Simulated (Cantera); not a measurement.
Input: 1 mol SiHCl3, 0.55 mol NH3, 14 mol N2, at 13.3 mbar.

Equilibrium computed with Cantera from the NASA thermochemical tables; the gas is ideal and each condensed phase is pure. Candidate condensed phases: NH4Cl, Si, Si3N4; 28 gas species. The tables' values for SiCl3 are old estimates; treat these amounts as uncertain. The numbers say what is thermodynamically allowed, not how fast it happens.

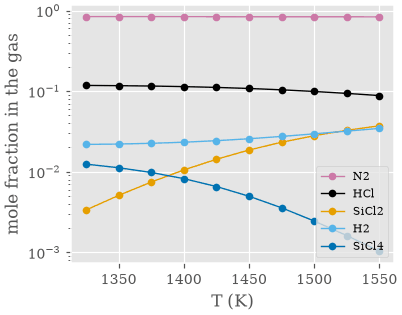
Figure. Equilibrium gas composition (values under 1e-9 drawn at 1e-9)

From 1325 K to 1550 K the condensed part is Si3N4(s). The main Si-bearing gas is SiCl4 at 1325 K and SiCl2 at 1550 K. The share of Si in condensed phases is highest at 1325 K (69.4 %) and lowest at 1550 K (29.3 %).
